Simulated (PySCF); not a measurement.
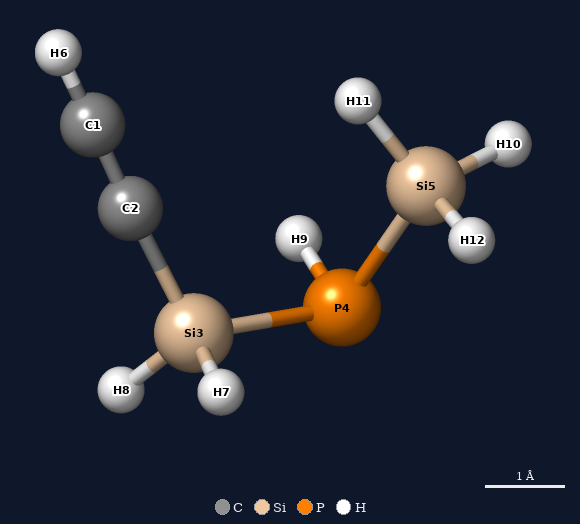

C2H7PSi2, before the relaxation. A ball-and-stick model, seen at a tilt.

The start comes from GFN2-xTB.

These are results of PBE0-D3(BJ)/def2-SVP geometry optimisation, gas phase (PySCF), not measurements.

```xyz
12

C     2.0313    1.5635   -0.8510
C     1.6788    0.4381   -0.6129
Si    1.0717   -1.2551   -0.1687
P    -0.7219   -1.2036    1.1731
Si   -2.0398    0.3134    0.2104
H     2.3551    2.5401   -1.0738
H     0.6856   -1.9505   -1.3998
H     2.1409   -1.9444    0.5605
H    -0.1715   -0.3415    2.0980
H    -3.0457    0.6787    1.2074
H    -1.3223    1.5099   -0.2342
H    -2.6609   -0.3491   -0.9352
```

Question: Where does the relaxation end?

Answer: The atom that moves furthest after the best rigid fit is H12 (0.50 Å). Largest moves by element: H 0.50 Å, C 0.15 Å, P 0.13 Å, Si 0.11 Å. Near-neighbour distances that change, for instance: P4–H9 1.379 → 1.429 Å, P4–Si5 2.228 → 2.267 Å, Si5–H10 1.463 → 1.494 Å, Si3–H7 1.466 → 1.492 Å. Among the angles between lasting bonds that change: Si3–P4–Si5 103.3° → 97.3°, H7–Si3–H8 112.8° → 109.7°. The energy falls by 12.0 kJ/mol in 12 geometry steps. The run took about 2.9 core-minutes on a shared host.

Final geometry:

```xyz
12

C     1.9151    1.5367   -0.9394
C     1.5797    0.4056   -0.6387
Si    1.0246   -1.2675   -0.1360
P    -0.7189   -1.2372    1.2999
Si   -1.9406    0.3476    0.2334
H     2.2128    2.5341   -1.2112
H     0.5861   -2.0192   -1.3474
H     2.1587   -1.9824    0.5172
H    -0.1034   -0.3358    2.2225
H    -3.2221    0.5241    0.9803
H    -1.2481    1.6651    0.1279
H    -2.2426   -0.1719   -1.1345
```

The end point in the same view:

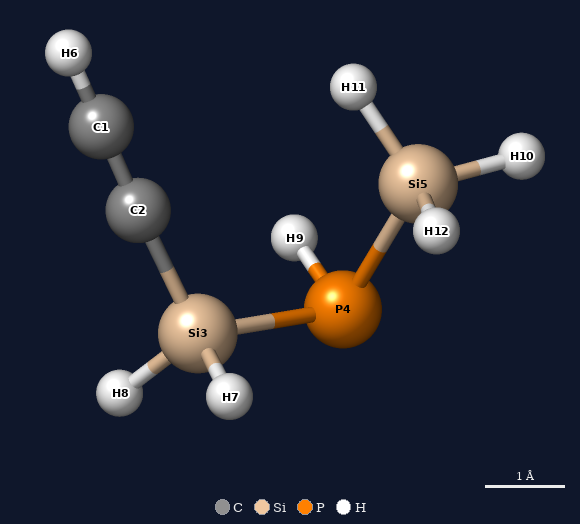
